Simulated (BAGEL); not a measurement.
# C3H4OSi (SMILES O=CC#C[SiH3]) at HF/cc-pVDZ (density fitting with qzvpp-jkfit)

Aim: the energy change on altering one bond length of C3H4OSi at HF/cc-pVDZ (density fitting with qzvpp-jkfit), from 2 runs. 

The calculation is run with BAGEL 1.2.2.

## 1. The system as given

C3H4OSi has 9 atoms, charge 0, and is taken as a singlet. SMILES: `O=CC#C[SiH3]`. The shape is that of a GFN2-xTB optimisation.

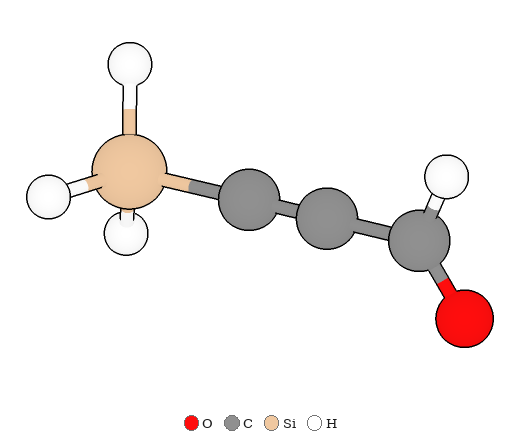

Viewed from a chosen angle; oxygen red, carbon grey, silicon light orange, hydrogen white.

## 2. The energy at HF/cc-pVDZ (density fitting with qzvpp-jkfit)

job.json reads:

```json
{ "bagel" : [

{
  "title" : "molecule",
  "basis" : "cc-pvdz.json",
  "df_basis" : "qzvpp-jkfit",
  "angstrom" : true,
  "geometry" : [
    { "atom" : "O", "xyz" : [    3.294500,    0.383470,    0.040330 ] },
    { "atom" : "C", "xyz" : [    2.280410,    0.847760,   -0.409510 ] },
    { "atom" : "C", "xyz" : [    0.960580,    0.359370,   -0.169700 ] },
    { "atom" : "C", "xyz" : [   -0.157070,   -0.060270,    0.028790 ] },
    { "atom" : "Si", "xyz" : [   -1.867720,   -0.706860,    0.342360 ] },
    { "atom" : "H", "xyz" : [    2.288030,    1.733740,   -1.078320 ] },
    { "atom" : "H", "xyz" : [   -1.752600,   -2.136820,    0.624020 ] },
    { "atom" : "H", "xyz" : [   -2.653960,   -0.456330,   -0.866360 ] },
    { "atom" : "H", "xyz" : [   -2.392170,    0.035930,    1.488380 ] }
  ]
},
{ "title" : "hf", "charge" : 0 },
{ "title" : "print", "file" : "orbitals.molden", "orbitals" : true }

]}
```

The basis set cc-pVDZ is read from a file made from the Basis Set Exchange's data (not shown).

Launch:

```sh
BAGEL_NUM_THREADS=1 BAGEL job.json > job.out
```

Standard output:

```text
* using 1 threads per process

  ===============================================================
  ===============================================================

  *** Geometry ***

  { "atom" : "O", "xyz" : [      6.225703,      0.724653,      0.076213 ] },
  { "atom" : "C", "xyz" : [      4.309350,      1.602034,     -0.773862 ] },
  { "atom" : "C", "xyz" : [      1.815233,      0.679111,     -0.320687 ] },
  { "atom" : "C", "xyz" : [     -0.296819,     -0.113894,      0.054405 ] },
  { "atom" : "Si", "xyz" : [     -3.529479,     -1.335772,      0.646967 ] },
  { "atom" : "H", "xyz" : [      4.323750,      3.276294,     -2.037729 ] },
  { "atom" : "H", "xyz" : [     -3.311934,     -4.038005,      1.179227 ] },
  { "atom" : "H", "xyz" : [     -5.015258,     -0.862339,     -1.637183 ] },
  { "atom" : "H", "xyz" : [     -4.520546,      0.067898,      2.812631 ] },

  Number of auxiliary basis functions:      502

  Since a DF basis is specified, we compute 2- and 3-index integrals:
    o Being stored without compression. Storage requirement is 0.035 GB

  Number of basis functions:       94
  Number of electrons      :       44

    * METHOD: MOLECULE                             0.24

  *** RHF ***

  === Nuclear Repulsion ===
   170.2843611361

      * DIIS with orbital gradients will be used.

  === RHF iteration (cc-pvdz.json) ===
      0       -479.46024989          0.01398371           0.08
      1       -479.57031078          0.01167135           0.08
      2       -479.66044660          0.00188943           0.08
      3       -479.66404116          0.00068718           0.08
      4       -479.66444413          0.00022577           0.08
      5       -479.66451362          0.00011675           0.08
      6       -479.66453866          0.00005761           0.08
      7       -479.66454750          0.00001738           0.08
      8       -479.66454812          0.00001015           0.08
      9       -479.66454827          0.00000688           0.08
     10       -479.66454838          0.00000325           0.08
     11       -479.66454840          0.00000152           0.08
     12       -479.66454840          0.00000072           0.08
     13       -479.66454840          0.00000025           0.08
     14       -479.66454840          0.00000008           0.08
     15       -479.66454840          0.00000005           0.08
     16       -479.66454840          0.00000002           0.08
     17       -479.66454840          0.00000001           0.08
     18       -479.66454840          0.00000001           0.08
    * SCF iteration converged.

    * Permanent dipole moment:
           (    1.242801,    -0.234789,     0.302472) a.u.

    * METHOD: HF                                   1.72

    * METHOD: PRINT                                0.01

  ===============================================================
```

Run time: 2.1 s. Hardware: 1 thread of Arm Neoverse V2, shared host; peak memory 0.14 GiB.

## 3. The distorted shape at the same level

input.json reads:

```json
{ "bagel" : [

{
  "title" : "molecule",
  "basis" : "cc-pvdz.json",
  "df_basis" : "qzvpp-jkfit",
  "angstrom" : true,
  "geometry" : [
    { "atom" : "O", "xyz" : [    3.373181,    0.272033,   -0.131602 ] },
    { "atom" : "C", "xyz" : [    2.359091,    0.736323,   -0.581442 ] },
    { "atom" : "C", "xyz" : [    1.039261,    0.247933,   -0.341632 ] },
    { "atom" : "C", "xyz" : [   -0.078389,   -0.171707,   -0.143142 ] },
    { "atom" : "Si", "xyz" : [   -1.789039,   -0.818297,    0.170428 ] },
    { "atom" : "H", "xyz" : [    2.366711,    1.622303,   -1.250252 ] },
    { "atom" : "H", "xyz" : [   -1.673919,   -2.248257,    0.452088 ] },
    { "atom" : "H", "xyz" : [   -2.575279,   -0.567767,   -1.038292 ] },
    { "atom" : "H", "xyz" : [   -2.392170,    0.035930,    1.488380 ] }
  ]
},
{ "title" : "hf" },
{ "title" : "print", "file" : "orbitals.molden", "orbitals" : true }

]}
```

The basis set cc-pVDZ is read from a file made from the Basis Set Exchange's data (not shown).

Launch:

```sh
BAGEL_NUM_THREADS=1 BAGEL input.json > input.out
```

Standard output:

```text
* using 1 threads per process

  ===============================================================
  ===============================================================

  *** Geometry ***

  { "atom" : "O", "xyz" : [      6.374388,      0.514068,     -0.248692 ] },
  { "atom" : "C", "xyz" : [      4.458036,      1.391449,     -1.098766 ] },
  { "atom" : "C", "xyz" : [      1.963919,      0.468525,     -0.645591 ] },
  { "atom" : "C", "xyz" : [     -0.148134,     -0.324479,     -0.270499 ] },
  { "atom" : "Si", "xyz" : [     -3.380794,     -1.546357,      0.322062 ] },
  { "atom" : "H", "xyz" : [      4.472436,      3.065708,     -2.362634 ] },
  { "atom" : "H", "xyz" : [     -3.163248,     -4.248590,      0.854323 ] },
  { "atom" : "H", "xyz" : [     -4.866572,     -1.072924,     -1.962088 ] },
  { "atom" : "H", "xyz" : [     -4.520546,      0.067898,      2.812631 ] },

  Number of auxiliary basis functions:      502

  Since a DF basis is specified, we compute 2- and 3-index integrals:
    o Being stored without compression. Storage requirement is 0.035 GB

  Number of basis functions:       94
  Number of electrons      :       44

    * METHOD: MOLECULE                             0.24

  *** RHF ***

  === Nuclear Repulsion ===
   169.4620184823

      * DIIS with orbital gradients will be used.

  === RHF iteration (cc-pvdz.json) ===
      0       -479.44809030          0.01396810           0.08
      1       -479.55940423          0.01163322           0.08
      2       -479.64925415          0.00189101           0.08
      3       -479.65288969          0.00069582           0.08
      4       -479.65330649          0.00022908           0.08
      5       -479.65337807          0.00011966           0.08
      6       -479.65340436          0.00005948           0.08
      7       -479.65341388          0.00001829           0.08
      8       -479.65341457          0.00001074           0.08
      9       -479.65341475          0.00000727           0.08
     10       -479.65341487          0.00000339           0.08
     11       -479.65341489          0.00000157           0.08
     12       -479.65341489          0.00000076           0.08
     13       -479.65341490          0.00000026           0.08
     14       -479.65341490          0.00000009           0.08
     15       -479.65341490          0.00000006           0.08
     16       -479.65341490          0.00000002           0.08
     17       -479.65341490          0.00000001           0.08
     18       -479.65341490          0.00000001           0.08
    * SCF iteration converged.

    * Permanent dipole moment:
           (    1.168477,    -0.182845,     0.403378) a.u.

    * METHOD: HF                                   1.73

    * METHOD: PRINT                                0.01

  ===============================================================
```

Run time: 2.2 s. Hardware: 1 thread of Arm Neoverse V2, shared host; peak memory 0.14 GiB.

## 4. Summary of results

At HF/cc-pVDZ (density fitting with qzvpp-jkfit):

```
                                                          quantity          value
                                         first shape: total energy  -479.66455 Eh
                                        first shape: dipole moment         3.31 D
                                          first shape: HOMO energy      -11.20 eV
                                          first shape: LUMO energy        1.85 eV
                                        first shape: HOMO–LUMO gap       13.05 eV
                                     distorted shape: total energy  -479.65341 Eh
                                    distorted shape: dipole moment         3.18 D
                                      distorted shape: HOMO energy      -11.18 eV
                                      distorted shape: LUMO energy        1.71 eV
                                    distorted shape: HOMO–LUMO gap       12.89 eV
energy change with the Si5–H9 bond stretched from 1.463 to 1.682 Å       0.303 eV
```

In words: With the Si5–H9 bond stretched from 1.463 to 1.682 Å the energy rises by 0.30 eV (7.0 kcal/mol). The first shape isn't relaxed at this level, so the change isn't measured from a minimum.
